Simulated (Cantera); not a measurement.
A closed system holds: 1 mol CS2, 0.041 mol SO2, 1.4 mol N2, at 877 °C.

Equilibrium computed with Cantera from the NASA thermochemical tables; the gas is ideal and each condensed phase is pure. Candidate condensed phases: C, S; 35 gas species. The ideal-gas law is rough above about 30 bar. Gases not in the tables: S3 to S7. Rates play no part.

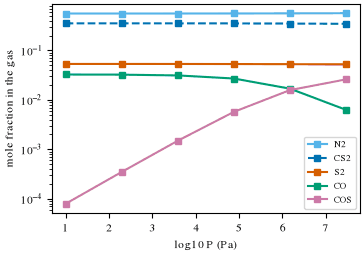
Figure. Equilibrium gas composition (values under 1e-9 drawn at 1e-9)

### Question
Read off the mole fractions at 0.00200 bar.

### Answer
N2 about 0.56, CS2 about 0.35, S2 about 0.053, CO about 0.032, COS about 0.00035.
